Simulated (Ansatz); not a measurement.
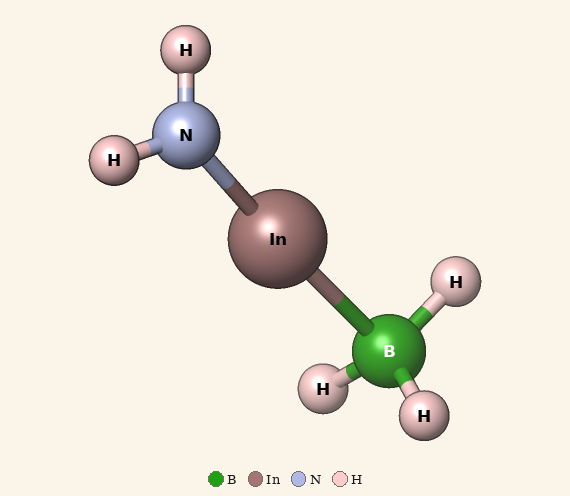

A ball-and-stick model of a molecule. Every bond is drawn as one stick, whatever its order.

Identify the structure.

The molecule is BH₅InN. Coordination, clear cases only: 1 B tetrahedral; 1 In linear.

More results for the same structure follow; atom numbers are the same in all pictures, views and colours differ. Computed geometry: PBE0-D4/def2-TZVP optimisation. No frequency run is at hand to confirm it as a minimum.

## Electronic properties

No frequency run is at hand to confirm it as a minimum. Properties computed with RKS PBE0-D4/def2-TZVPP, core potentials on In (Ansatz 0.2.0).

Computed properties:

- HOMO energy (Kohn–Sham orbital): −7.16 eV
- LUMO energy (Kohn–Sham orbital): −1.48 eV
- HOMO–LUMO gap: 5.68 eV
- dispersion correction: −9.8 kJ/mol

## Dipole moment

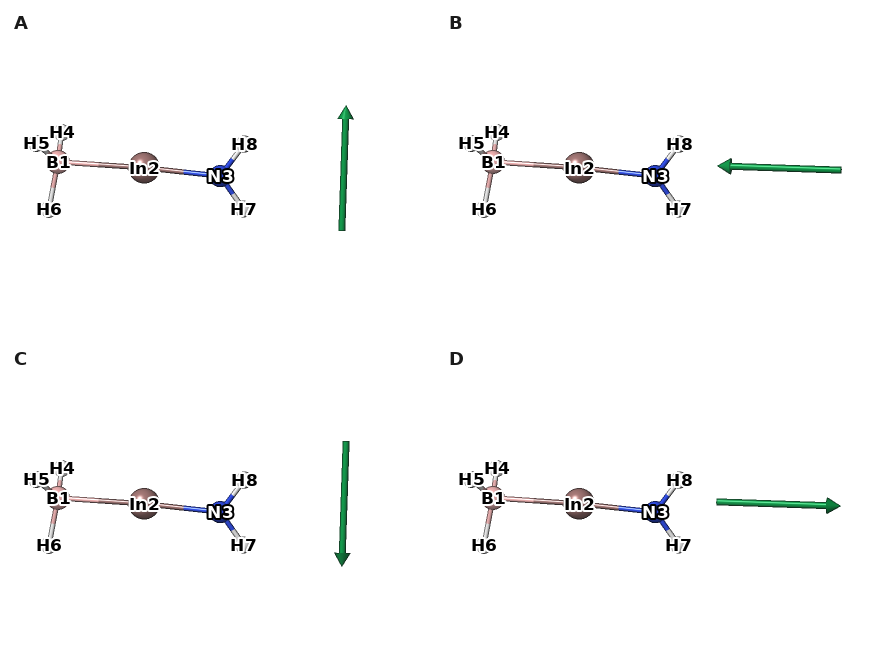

The same molecule four times, each with an arrow. No frequency run is at hand to confirm it as a minimum. Properties computed with RKS PBE0-D4/def2-TZVP, core potentials on In (Ansatz 0.2.0).

**Which arrow points along the dipole moment, from the negative to the positive end?**

D. The dipole moment is 3.92 D; it points from the side of H5 to the side of H7, H8 (the outermost atoms at the two ends).

## Charges

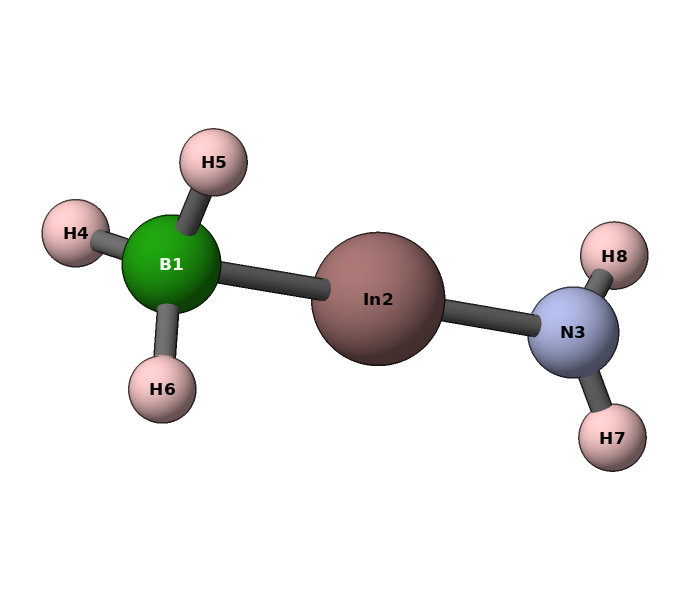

The questions are on Mulliken charges. No frequency run is at hand to confirm it as a minimum. Properties computed with RKS PBE0-D4/def2-TZVP, core potentials on In (Ansatz 0.2.0).

**Which atom carries the highest charge (most positive or least negative)?**

In2 (0.62 e).

**And the lowest?**

N3 (−0.77 e).

List the Mulliken charges.

| atom | value (e) |
| --- | --- |
| B1 | −0.35 |
| In2 | 0.62 |
| N3 | −0.77 |
| H4 | 0.01 |
| H5 | 0.01 |
| H6 | 0.01 |
| H7 | 0.24 |
| H8 | 0.24 |

Mulliken values depend strongly on the basis set and can even reverse the polarity of a bond.
